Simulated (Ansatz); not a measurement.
FGeH$_{3}$N (SMILES [NH2][GeH][F]) (doublet)

The calculation's input:

```
crystal:
  periodic: [false, false, false]
  atoms:
    - { symbol: "N", position_ang: [-0.8263, -0.0159, -0.6384] }
    - { symbol: Ge, position_ang: [0.1678, -0.308, 0.8553] }
    - { symbol: F, position_ang: [1.0714, -1.7704, 0.593] }
    - { symbol: H, position_ang: [-1.84536, -0.21035, -0.34069] }
    - { symbol: H, position_ang: [-0.66995, -0.7711, -1.3443] }
    - { symbol: H, position_ang: [1.135, 0.9022, 1.0881] }
magnetization:
  spin_polarized: true
  initial_magnetization: 1
basis:
  gaussian: { orbitals: def2-SVP }
hamiltonian:
  xc: r2scan
relax:
  f_tol: 0.015
  max_steps: 40
output:
  orbitals: {}
```

Launched as:

```sh
ansatz run input.yaml --threads 2 --pin off --max-ram 3072MiB --backend cpu --events-out ev --progress --plain --runs-dir out
```

The fields are those of the run's last geometry, not of the input's.

The calculation used Ansatz 0.2.0, UKS r2SCAN/def2-SVP.

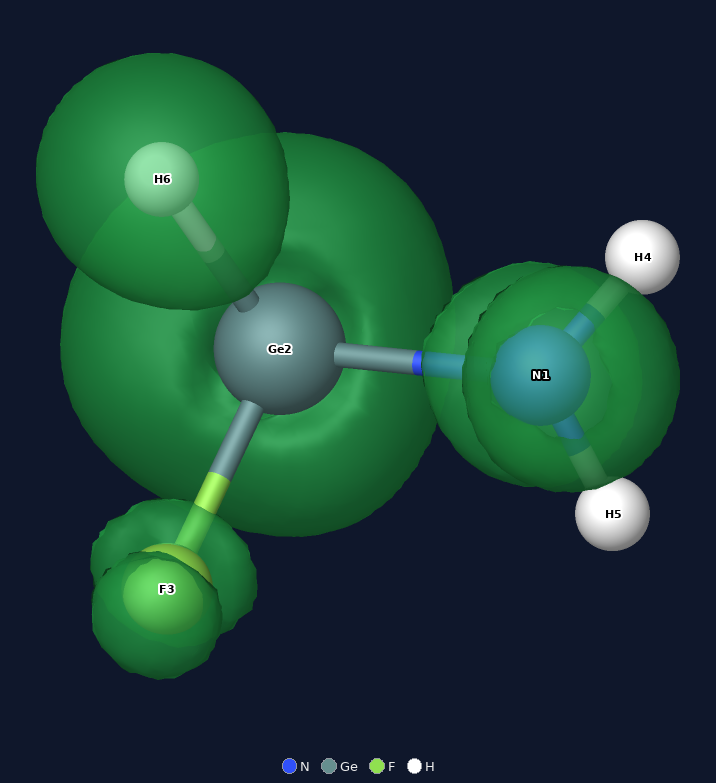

Figure 1. Isosurfaces of the spin density at +0.02 (green) and −0.02 e/Å³ (red), seen across its widest extent.

**Which atoms carry the spin?**

The unpaired spin (1 electron) lies mostly on Ge2 (about 0.6), N1 (about 0.2) and H6 (about 0.1), in electrons by Hirshfeld's partition.

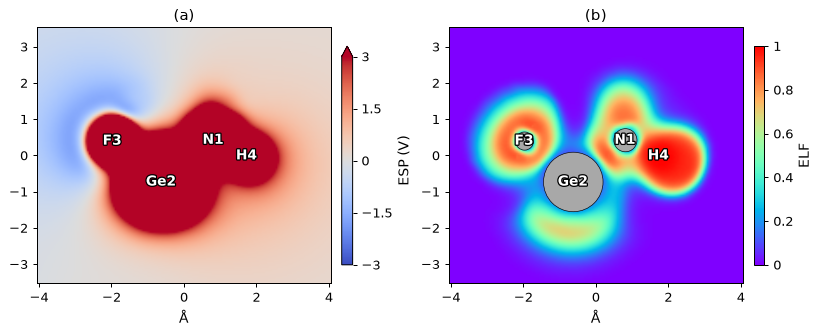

Figure 2. (a) electrostatic potential; (b) electron localisation function on the plane of atoms N1, Ge2 and F3. Grey discs cover the atomic cores in the ELF map.

**What do the fields say about this system?**

The section cuts through N, Ge, F and H sites.
Ge–F (1.75 Å): the ELF peaks at about 0.80 in the valence shell of F, 0.5 Å from its nucleus, and is about 0.20 at the midpoint.
Ge–N (1.84 Å): the ELF peaks at about 0.90 in the valence shell of N, 0.6 Å from its nucleus, and is about 0.45 at the midpoint.
N–H (1.02 Å): the ELF climbs to about 1 towards the hydrogen, as it does in any bond to H (a covalent bond by its length).
The ELF also peaks beside F3, away from the bonds: non-bonding electrons, paired or unpaired.
Outside the dense part of the molecule the potential is most negative (−1.7 V) near F3.

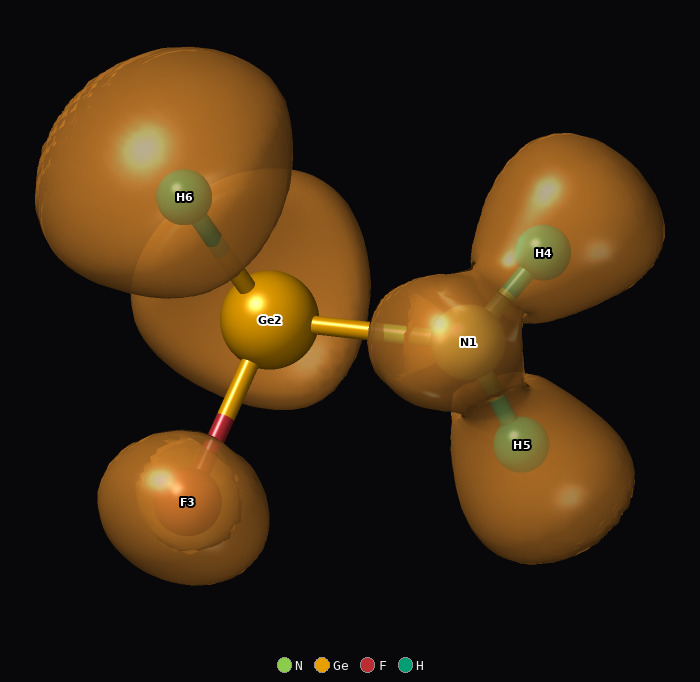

Figure 3. Isosurface of the electron localisation function at 0.8 (orange), seen across its widest extent. Core shells and regions of very low density are left out.

**Where are the electrons localised?**

The surface consists of one region around a hydrogen nucleus, one lobe on Ge, pointing away from the bonds (non-bonding electrons), one region wrapped around F (its valence shell) and one joined region spread over several atoms (H, N), in which their bonds and any lone pairs are merged.

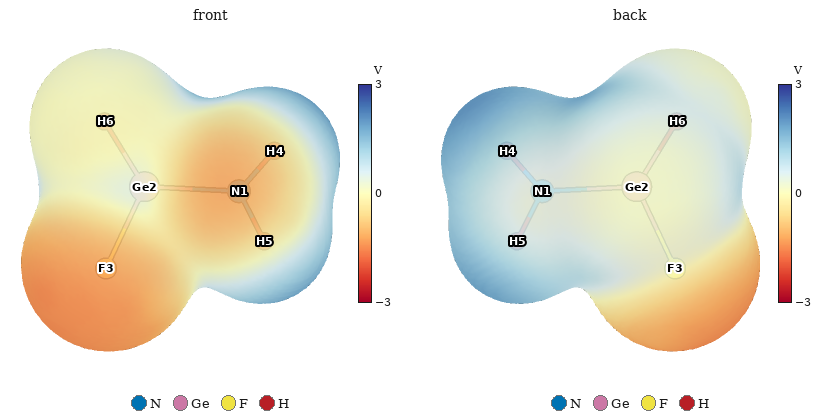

Figure 4. The molecular electrostatic potential painted on the density surface at 0.002 e/bohr³, seen from the front and from behind; the colour scale runs from red (negative) to blue (positive).

**Describe the electrostatic potential map.**

The most negative region (about −1.5 V) lies over F3, the most positive (about +2.0 V) over H4.
